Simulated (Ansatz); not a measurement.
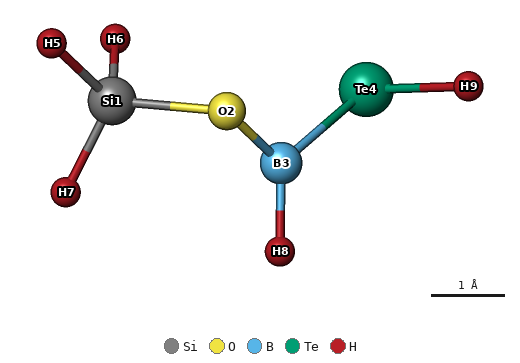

*The input geometry (ball-and-stick view, seen at a tilt; atoms are numbered from 1 in the order of the input).*

Bond lengths as drawn: B–H 1.22 Å, B–O 1.44 Å, B–Te 2.20 Å, H–Si 1.44 to 1.53 Å, H–Te 1.79 Å and O–Si 1.72 Å.

# Run report: BSiH5TeO, nudged elastic band (part 1 of 2)

The run: nudged elastic band of BSiH5TeO. Method and program: RHF/def2-SVPD (Ansatz 0.2.0).

The run did not end well. One setting was made poor on purpose. It belongs to a series of runs on one base structure; here: band between the two ends.

Input
```yaml
crystal:
  periodic: [false, false, false]
  atoms:
    - { symbol: Si, position_ang: [0.4683, 0.77, -1.2425] }
    - { symbol: O, position_ang: [-0.63, -0.4296, -0.6862] }
    - { symbol: B, position_ang: [-0.0692, -0.8933, 0.5545] }
    - { symbol: Te, position_ang: [-0.6422, -0.0451, 2.4985] }
    - { symbol: H, position_ang: [-0.0984, 1.3295, -2.5443] }
    - { symbol: H, position_ang: [0.4761, 1.9341, -0.2827] }
    - { symbol: H, position_ang: [1.798, 0.2797, -1.4789] }
    - { symbol: H, position_ang: [0.7715, -1.775, 0.5538] }
    - { symbol: H, position_ang: [-1.9855, -1.2165, 2.6106] }
basis:
  gaussian: { orbitals: def2-SVPD }
hamiltonian:
  xc: hf
neb:
  order_check: false
  images: 5
  f_tol: 0.05
  max_iterations: 60
  initial_path: idpp
  final_atoms:
    - { symbol: Si, position_ang: [0.4683, 0.77, -1.2425] }
    - { symbol: O, position_ang: [-0.63, -0.4296, -0.6862] }
    - { symbol: B, position_ang: [-0.0692, -0.8933, 0.5545] }
    - { symbol: Te, position_ang: [1.42395, -2.50233, 0.64622] }
    - { symbol: H, position_ang: [-0.0984, 1.3295, -2.5443] }
    - { symbol: H, position_ang: [0.4761, 1.9341, -0.2827] }
    - { symbol: H, position_ang: [1.798, 0.2797, -1.4789] }
    - { symbol: H, position_ang: [-0.43312, -0.40583, 1.61001] }
    - { symbol: H, position_ang: [2.72873, -1.29908, 0.44889] }
```

Launched with:
```bash
ansatz run input.yaml --threads 2 --pin off --max-ram 3072MiB --backend cpu --events-out ev --progress --plain --runs-dir out
```

What the program printed
```
Engine: ansatz 0.2.0, aarch64-unknown-linux-gnu
Functional definition: HF
  exchange = exact_x
  correlation = 0
1607 factors; integrals over basis functions are off by at most 3.0e-4 eV
mean field evaluation 1: about -17908.8310 eV, gradient 3.5e1 eV
mean field evaluation 2: about -17908.8903 eV, gradient 3.5e1 eV
mean field evaluation 4: about -17912.0347 eV, gradient 3.6e0 eV
mean field evaluation 8: about -17912.1034 eV, gradient 5.5e-4 eV
mean field evaluation 16: about -17905.7784 eV, gradient 1.1e1 eV
mean field -17912.10343510 eV, -658.2576599803 hartree, gradient 2.8e-5 eV, S^2 0.000000; 0 other end points of the search recorded, 0 dependent functions left out
the calculation of the forces begins
reference -17912.10343510 eV, -658.2576599803 hartree; 28, 28 occupied and 114, 114 virtual orbitals, 1607 factors
1607 factors; integrals over basis functions are off by at most 5.7e-4 eV
mean field evaluation 32: about -17912.0765 eV, gradient 2.4e-1 eV
mean field -17912.08107940 eV, -658.2568384234 hartree, gradient 2.6e-5 eV, S^2 0.000000; 0 other end points of the search recorded, 0 dependent functions left out
[... from here on the field's lines of each further geometry are left out, up to the last ...]
WARN: NEB end point (image 0): max|allowed force component| = 2.968e0 eV/Å (the criterion of neb.relax_end_points is 1.000e-2). That is over neb.f_tol: it is no minimum, so the barrier can be far off. Relax it first
WARN: NEB end point (image 6): max|allowed force component| = 3.917e0 eV/Å (the criterion of neb.relax_end_points is 1.000e-2). That is over neb.f_tol: it is no minimum, so the barrier can be far off. Relax it first
NEB iter   1: max|band force component| = 3.932e0 eV/Å  barrier→ = 0.4515 eV  barrier← = 0.4292 eV  Δτ_max = 0.2000 Å  (339 SCF iters)
NEB iter   2: max|band force component| = 3.349e0 eV/Å  barrier→ = 0.0224 eV  barrier← = 0.0000 eV  Δτ_max = 0.1838 Å  (195 SCF iters)
NEB iter   3: max|band force component| = 1.188e0 eV/Å  barrier→ = 0.0224 eV  barrier← = 0.0000 eV  Δτ_max = 0.1978 Å  (173 SCF iters)
NEB iter   4: max|band force component| = 1.558e0 eV/Å  barrier→ = 0.0224 eV  barrier← = 0.0000 eV  Δτ_max = 0.1011 Å  (181 SCF iters)
NEB iter   5: max|band force component| = 8.848e-1 eV/Å  barrier→ = 0.0224 eV  barrier← = 0.0000 eV  Δτ_max = 0.1001 Å  (174 SCF iters)
NEB iter   6: max|band force component| = 2.767e-1 eV/Å  barrier→ = -0.9333 eV  barrier← = -0.9556 eV  CI = image 5  Δτ_max = 0.2000 Å  (176 SCF iters)
NEB iter   7: max|band force component| = 9.115e-1 eV/Å  barrier→ = -0.8362 eV  barrier← = -0.8586 eV  CI = image 5  Δτ_max = 0.2000 Å  (175 SCF iters)
NEB iter   8: max|band force component| = 1.254e0 eV/Å  barrier→ = -0.7461 eV  barrier← = -0.7685 eV  CI = image 5  Δτ_max = 0.2000 Å  (172 SCF iters)
NEB iter   9: max|band force component| = 1.556e0 eV/Å  barrier→ = -0.6840 eV  barrier← = -0.7064 eV  CI = image 5  Δτ_max = 0.2000 Å  (179 SCF iters)
NEB iter  10: max|band force component| = 1.737e0 eV/Å  barrier→ = -0.6280 eV  barrier← = -0.6504 eV  CI = image 5  Δτ_max = 0.2000 Å  (172 SCF iters)
NEB iter  11: max|band force component| = 2.051e0 eV/Å  barrier→ = -0.5515 eV  barrier← = -0.5738 eV  CI = image 5  Δτ_max = 0.2000 Å  (174 SCF iters)
NEB iter  12: max|band force component| = 3.391e0 eV/Å  barrier→ = -0.3129 eV  barrier← = -0.3353 eV  CI = image 5  Δτ_max = 0.1967 Å  (175 SCF iters)
NEB iter  13: max|band force component| = 2.887e0 eV/Å  barrier→ = -0.3810 eV  barrier← = -0.4033 eV  CI = image 5  Δτ_max = 0.1988 Å  (179 SCF iters)
NEB iter  14: max|band force component| = 2.552e0 eV/Å  barrier→ = -0.3687 eV  barrier← = -0.3911 eV  CI = image 5  Δτ_max = 0.1951 Å  (176 SCF iters)
NEB iter  15: max|band force component| = 3.101e0 eV/Å  barrier→ = -0.2690 eV  barrier← = -0.2914 eV  CI = image 5  Δτ_max = 0.2000 Å  (174 SCF iters)
NEB iter  16: max|band force component| = 2.671e0 eV/Å  barrier→ = -0.2967 eV  barrier← = -0.3190 eV  CI = image 5  Δτ_max = 0.2000 Å  (174 SCF iters)
NEB iter  17: max|band force component| = 2.666e0 eV/Å  barrier→ = -0.3245 eV  barrier← = -0.3468 eV  CI = image 5  Δτ_max = 0.2000 Å  (178 SCF iters)
NEB iter  18: max|band force component| = 2.694e0 eV/Å  barrier→ = -0.3453 eV  barrier← = -0.3677 eV  CI = image 5  Δτ_max = 0.1974 Å  (173 SCF iters)
NEB iter  19: max|band force component| = 2.514e0 eV/Å  barrier→ = -0.3742 eV  barrier← = -0.3966 eV  CI = image 5  Δτ_max = 0.1973 Å  (175 SCF iters)
NEB iter  20: max|band force component| = 2.671e0 eV/Å  barrier→ = -0.3882 eV  barrier← = -0.4105 eV  CI = image 5  Δτ_max = 0.2000 Å  (179 SCF iters)
NEB iter  21: max|band force component| = 2.454e0 eV/Å  barrier→ = -0.3907 eV  barrier← = -0.4131 eV  CI = image 5  Δτ_max = 0.2000 Å  (177 SCF iters)
NEB iter  22: max|band force component| = 2.602e0 eV/Å  barrier→ = -0.4030 eV  barrier← = -0.4254 eV  CI = image 5  Δτ_max = 0.2000 Å  (174 SCF iters)
NEB iter  23: max|band force component| = 2.459e0 eV/Å  barrier→ = -0.4103 eV  barrier← = -0.4327 eV  CI = image 5  Δτ_max = 0.1979 Å  (176 SCF iters)
NEB iter  24: max|band force component| = 2.579e0 eV/Å  barrier→ = -0.4205 eV  barrier← = -0.4429 eV  CI = image 5  Δτ_max = 0.2000 Å  (173 SCF iters)
NEB iter  25: max|band force component| = 2.458e0 eV/Å  barrier→ = -0.4117 eV  barrier← = -0.4341 eV  CI = image 5  Δτ_max = 0.1980 Å  (174 SCF iters)
NEB iter  26: max|band force component| = 2.564e0 eV/Å  barrier→ = -0.4308 eV  barrier← = -0.4532 eV  CI = image 5  Δτ_max = 0.2000 Å  (177 SCF iters)
NEB iter  27: max|band force component| = 2.470e0 eV/Å  barrier→ = -0.4238 eV  barrier← = -0.4461 eV  CI = image 5  Δτ_max = 0.2000 Å  (175 SCF iters)
NEB iter  28: max|band force component| = 2.627e0 eV/Å  barrier→ = -0.4075 eV  barrier← = -0.4298 eV  CI = image 5  Δτ_max = 0.1983 Å  (179 SCF iters)
NEB iter  29: max|band force component| = 2.536e0 eV/Å  barrier→ = -0.3934 eV  barrier← = -0.4157 eV  CI = image 5  Δτ_max = 0.2000 Å  (176 SCF iters)
NEB iter  30: max|band force component| = 2.674e0 eV/Å  barrier→ = -0.3836 eV  barrier← = -0.4059 eV  CI = image 5  Δτ_max = 0.2000 Å  (174 SCF iters)
NEB iter  31: max|band force component| = 2.572e0 eV/Å  barrier→ = -0.3896 eV  barrier← = -0.4119 eV  CI = image 5  Δτ_max = 0.2000 Å  (176 SCF iters)
NEB iter  32: max|band force component| = 2.655e0 eV/Å  barrier→ = -0.3930 eV  barrier← = -0.4153 eV  CI = image 5  Δτ_max = 0.2000 Å  (179 SCF iters)
NEB iter  33: max|band force component| = 2.569e0 eV/Å  barrier→ = -0.4181 eV  barrier← = -0.4405 eV  CI = image 5  Δτ_max = 0.2000 Å  (177 SCF iters)
NEB iter  34: max|band force component| = 2.583e0 eV/Å  barrier→ = -0.4308 eV  barrier← = -0.4531 eV  CI = image 5  Δτ_max = 0.1993 Å  (178 SCF iters)
NEB iter  35: max|band force component| = 2.531e0 eV/Å  barrier→ = -0.4626 eV  barrier← = -0.4850 eV  CI = image 5  Δτ_max = 0.2000 Å  (175 SCF iters)
NEB iter  36: max|band force component| = 2.423e0 eV/Å  barrier→ = -0.4820 eV  barrier← = -0.5044 eV  CI = image 5  Δτ_max = 0.1998 Å  (179 SCF iters)
NEB iter  37: max|band force component| = 2.563e0 eV/Å  barrier→ = -0.4355 eV  barrier← = -0.4578 eV  CI = image 5  Δτ_max = 0.2000 Å  (180 SCF iters)
NEB iter  38: max|band force component| = 2.997e0 eV/Å  barrier→ = -0.3091 eV  barrier← = -0.3315 eV  CI = image 5  Δτ_max = 0.1978 Å  (174 SCF iters)
NEB iter  39: max|band force component| = 2.725e0 eV/Å  barrier→ = -0.3292 eV  barrier← = -0.3515 eV  CI = image 5  Δτ_max = 0.2000 Å  (178 SCF iters)
NEB iter  40: max|band force component| = 3.354e0 eV/Å  barrier→ = -0.2363 eV  barrier← = -0.2587 eV  CI = image 5  Δτ_max = 0.1977 Å  (178 SCF iters)
NEB iter  41: max|band force component| = 2.627e0 eV/Å  barrier→ = -0.3136 eV  barrier← = -0.3360 eV  CI = image 5  Δτ_max = 0.2000 Å  (176 SCF iters)
NEB iter  42: max|band force component| = 2.983e0 eV/Å  barrier→ = -0.3159 eV  barrier← = -0.3383 eV  CI = image 5  Δτ_max = 0.1964 Å  (176 SCF iters)
NEB iter  43: max|band force component| = 2.733e0 eV/Å  barrier→ = -0.2813 eV  barrier← = -0.3036 eV  CI = image 5  Δτ_max = 0.2000 Å  (178 SCF iters)
NEB iter  44: max|band force component| = 3.094e0 eV/Å  barrier→ = -0.2904 eV  barrier← = -0.3128 eV  CI = image 5  Δτ_max = 0.1958 Å  (173 SCF iters)
NEB iter  45: max|band force component| = 2.698e0 eV/Å  barrier→ = -0.2987 eV  barrier← = -0.3211 eV  CI = image 5  Δτ_max = 0.2000 Å  (176 SCF iters)
NEB iter  46: max|band force component| = 3.200e0 eV/Å  barrier→ = -0.2721 eV  barrier← = -0.2944 eV  CI = image 5  Δτ_max = 0.1955 Å  (176 SCF iters)
NEB iter  47: max|band force component| = 2.837e0 eV/Å  barrier→ = -0.2718 eV  barrier← = -0.2941 eV  CI = image 5  Δτ_max = 0.2000 Å  (176 SCF iters)
NEB iter  48: max|band force component| = 2.989e0 eV/Å  barrier→ = -0.3117 eV  barrier← = -0.3341 eV  CI = image 5  Δτ_max = 0.1961 Å  (175 SCF iters)
NEB iter  49: max|band force component| = 2.648e0 eV/Å  barrier→ = -0.3262 eV  barrier← = -0.3486 eV  CI = image 5  Δτ_max = 0.2000 Å  (174 SCF iters)
NEB iter  50: max|band force component| = 2.776e0 eV/Å  barrier→ = -0.3682 eV  barrier← = -0.3905 eV  CI = image 5  Δτ_max = 0.1994 Å  (176 SCF iters)
NEB iter  51: max|band force component| = 2.668e0 eV/Å  barrier→ = -0.3421 eV  barrier← = -0.3645 eV  CI = image 5  Δτ_max = 0.2000 Å  (170 SCF iters)
NEB iter  52: max|band force component| = 2.678e0 eV/Å  barrier→ = -0.3786 eV  barrier← = -0.4010 eV  CI = image 5  Δτ_max = 0.1964 Å  (177 SCF iters)
NEB iter  53: max|band force component| = 2.746e0 eV/Å  barrier→ = -0.3695 eV  barrier← = -0.3919 eV  CI = image 5  Δτ_max = 0.2000 Å  (176 SCF iters)
NEB iter  54: max|band force component| = 2.897e0 eV/Å  barrier→ = -0.3443 eV  barrier← = -0.3667 eV  CI = image 5  Δτ_max = 0.1971 Å  (176 SCF iters)
NEB iter  55: max|band force component| = 2.873e0 eV/Å  barrier→ = -0.3131 eV  barrier← = -0.3354 eV  CI = image 5  Δτ_max = 0.2000 Å  (177 SCF iters)
NEB iter  56: max|band force component| = 2.966e0 eV/Å  barrier→ = -0.3055 eV  barrier← = -0.3278 eV  CI = image 5  Δτ_max = 0.1977 Å  (178 SCF iters)
NEB iter  57: max|band force component| = 2.789e0 eV/Å  barrier→ = -0.3167 eV  barrier← = -0.3390 eV  CI = image 5  Δτ_max = 0.2000 Å  (178 SCF iters)
NEB iter  58: max|band force component| = 2.955e0 eV/Å  barrier→ = -0.3439 eV  barrier← = -0.3663 eV  CI = image 5  Δτ_max = 0.1976 Å  (176 SCF iters)
NEB iter  59: max|band force component| = 2.500e0 eV/Å  barrier→ = -0.3804 eV  barrier← = -0.4027 eV  CI = image 5  Δτ_max = 0.2000 Å  (178 SCF iters)
the calculation of the forces begins
reference -17913.30770210 eV, -658.3019159763 hartree; 28, 28 occupied and 114, 114 virtual orbitals, 1607 factors
these checks for a lower state are left out or cut short: starts, cluster_reference, orbital_swaps, neighbouring_geometries, increment
1607 factors; integrals over basis functions are off by at most 5.5e-4 eV
mean field -17912.55251632 eV, -658.2741634105 hartree, gradient 6.3e-5 eV, S^2 0.000000; 0 other end points of the search recorded, 0 dependent functions left out
the calculation of the forces begins
reference -17912.55251632 eV, -658.2741634105 hartree; 28, 28 occupied and 114, 114 virtual orbitals, 1607 factors
NEB iter  60: max|band force component| = 2.483e0 eV/Å  barrier→ = -0.4491 eV  barrier← = -0.4714 eV  CI = image 5  Δτ_max = 0.1974 Å  (177 SCF iters)
```

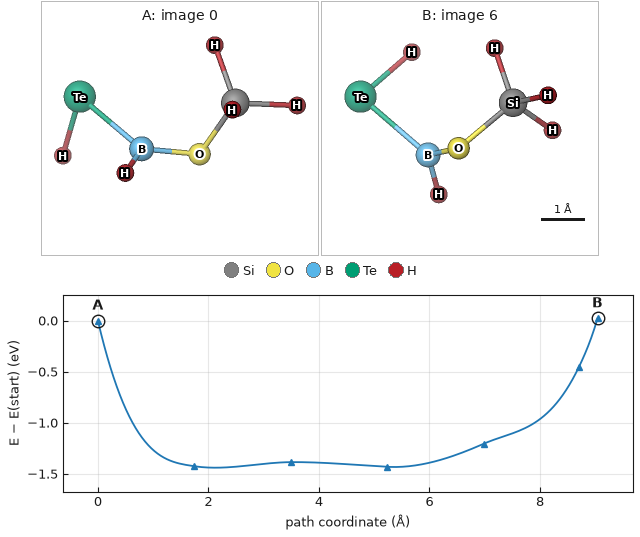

*Images of the last band (counted from 0; ball-and-stick, seen at a tilt) above the energy along the path; the line is a cubic interpolation that uses the forces.*

No image lies above both ends; the end is 0.022 eV above the start. The path is 9.04 Å long. The band had not converged after 60 iterations. The end points carry forces over 0.1 eV/Å, so they aren't fully relaxed minima and the barriers are approximate.
